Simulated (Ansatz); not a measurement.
# H8O10Si2Ti: what the fields show

Input

```
crystal:
  periodic: [false, false, false]
  atoms:
    - {symbol: O, position_ang: [-3.458737, -1.060489, 1.140945]}
    - {symbol: Si, position_ang: [-2.333415, -0.228377, 0.299791]}
    - {symbol: O, position_ang: [-1.563041, 0.679869, 1.446095]}
    - {symbol: O, position_ang: [-2.938077, 0.798667, -0.805279]}
    - {symbol: O, position_ang: [-1.335503, -1.220654, -0.482855]}
    - {symbol: Ti, position_ang: [0.371521, -1.351597, -1.119224]}
    - {symbol: O, position_ang: [1.380215, -2.294542, 0.008633]}
    - {symbol: O, position_ang: [0.403082, -2.036159, -2.779448]}
    - {symbol: O, position_ang: [1.091054, 0.294418, -1.022504]}
    - {symbol: Si, position_ang: [1.841392, 1.219964, 0.088086]}
    - {symbol: O, position_ang: [2.984626, 2.195782, -0.533508]}
    - {symbol: O, position_ang: [2.616042, 0.117167, 1.037179]}
    - {symbol: O, position_ang: [0.778730, 2.146525, 0.885746]}
    - {symbol: H, position_ang: [-3.801172, -1.860612, 0.740401]}
    - {symbol: H, position_ang: [-1.567789, 0.304945, 2.329514]}
    - {symbol: H, position_ang: [-3.495766, 1.509615, -0.486963]}
    - {symbol: H, position_ang: [2.015840, -1.817771, 0.564216]}
    - {symbol: H, position_ang: [1.001721, -2.650337, -3.205843]}
    - {symbol: H, position_ang: [2.693899, 3.065124, -0.812750]}
    - {symbol: H, position_ang: [3.267765, 0.458521, 1.650985]}
    - {symbol: H, position_ang: [-0.076987, 1.740644, 1.103785]}
basis:
  gaussian: {orbitals: def2-TZVPP}
hamiltonian: {xc: pbe0, dispersion: d4}
output: {orbitals: {seedname: orbitals}}
```

Command:

```sh
ansatz run in.yaml --threads 11 --pin off --events-out ev --progress --plain --max-ram 174080MiB --backend cuda --devices 0, --max-vram 75GiB
```

Geometry: PBE0-D4/def2-TZVP.

Level of theory: RKS PBE0-D4/def2-TZVPP in Ansatz.

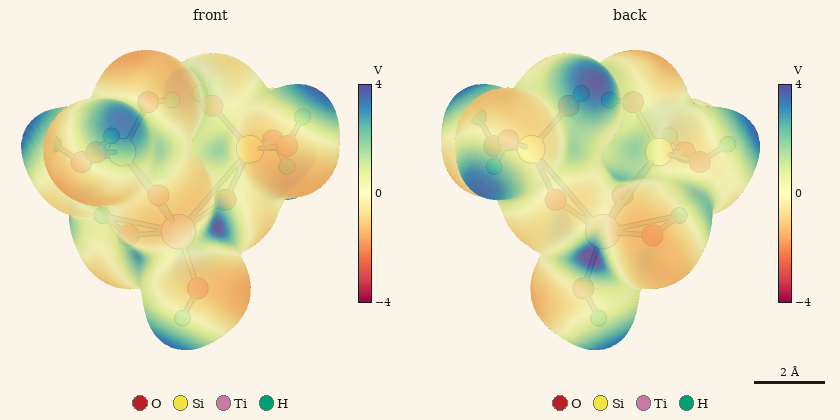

Figure 1. The electrostatic potential painted on the density surface at 0.004 e/bohr³, seen from the front and from behind; the colour scale runs from red (negative) to blue (positive).

Question: Where is the surface potential most negative and most positive?

Answer: The most negative region (about −1.5 V) lies over O4, O8, O11 and O13, the most positive (about +3.8 V) over Ti6 and H15.

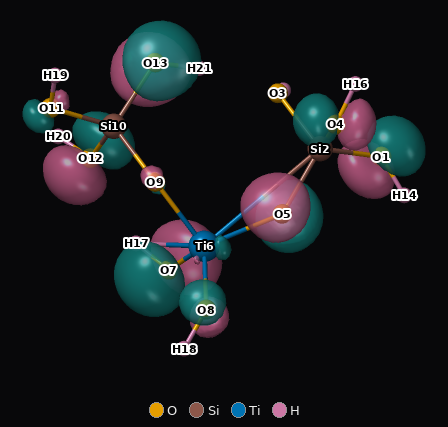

Figure 2. The HOMO−1 at ±0.1 Å⁻³ᐟ² (teal and pink are the two phases), seen across its widest extent.

Question: Where does this orbital lie, and at what energy?

Answer: Its weight (Hirshfeld) is mainly on O7 (about 20 %), O13 (about 20 %), O5 (about 15 %), O12 (about 10 %) and O1 (about 10 %); largely a combination of lone pairs on O7, O13, O5, O12 and O1. Its energy is −9.03 eV.

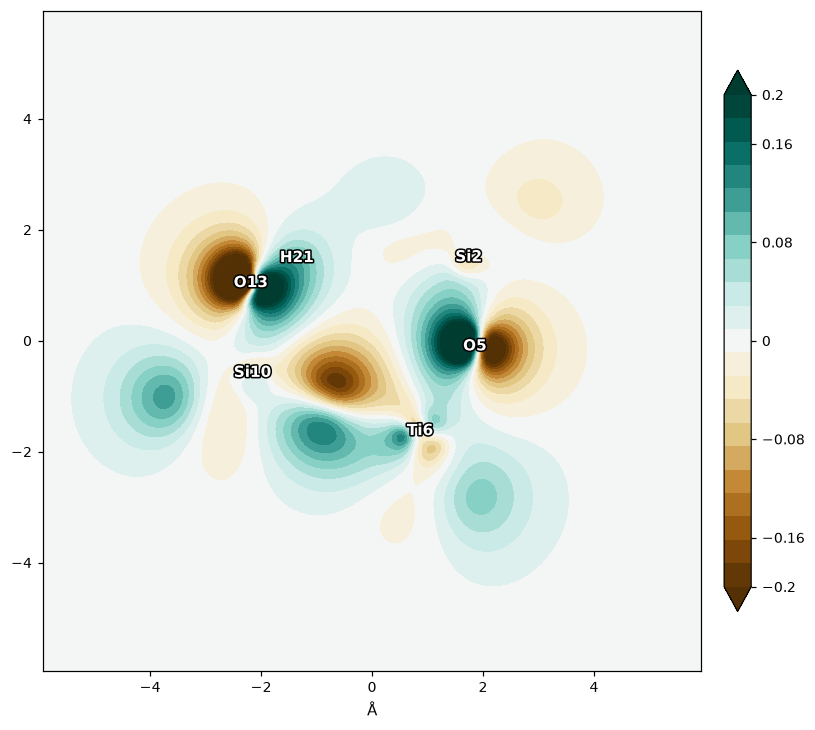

Figure 3. One frontier orbital on the plane of atoms Ti6, Si10 and O13 (values in Å⁻³ᐟ²; the overall sign is arbitrary).

Question: Which orbital is it: HOMO or LUMO?

Answer: The HOMO, at −8.84 eV. By Hirshfeld shares it lies mainly on O13 (about 25 %), O9 (about 20 %), O5 (about 10 %), O8 (about 10 %), O12 (about 10 %) and O11 (about 5 %); largely a combination of lone pairs on O13, O9, O5, O8, O12 and O11.
